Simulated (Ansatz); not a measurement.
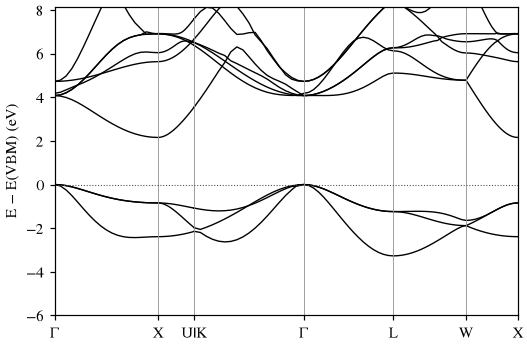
*Band structure from the program Ansatz at the PBEsol level (PAW)*

Q: Read off the gap and where the band edges lie.

A: About 2.2 eV (2.16 eV by a search for the band edges); maximum at Γ, minimum at X.

The material is CaS (rock salt, space group No. 225).

Space group Fm-3m (rock salt). The cell was relaxed with PBEsol under the symmetry of its start.

Potentials: the later of the program's two PAW sets.
